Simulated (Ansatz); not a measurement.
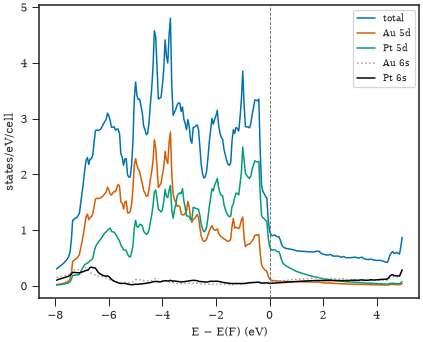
Total and projected density of states of PtAu in space group R-3m (No. 166; Pt on 3b, Au on 3a), LDA in the plane-wave PAW code Ansatz

Q: Which orbitals carry the states next to the Fermi level?

A: Within 0.5 eV of the Fermi level: Pt 5d 69 %, Au 5d 19 %. Projections are on Löwdin-orthogonalised atomic valence shells; empty p or d shells of many metals are not among them.

Q: Where is the tallest occupied peak in this window, and what makes it?

A: Near -3.7 eV, about 4.8 states/eV per cell; the largest projected share is Au 5d.

The workflow started from a Materials Project entry (that database holds measured and hypothetical structures alike); the Crystallography Open Database copy checked does not list it. With Pt and Au taken as one species the cell has the higher symmetry Fm-3m, so it may be an ordered model of a mixed-site phase. Whether it is the stable phase at ambient conditions was not checked. The LDA relaxation kept the symmetry of its start; whether a distortion lowers the energy is not shown. No spin polarisation was allowed. Scalar-relativistic: spin–orbit coupling is off unless named, which matters more the heavier the elements.

Potentials: the later of the program's two PAW sets.
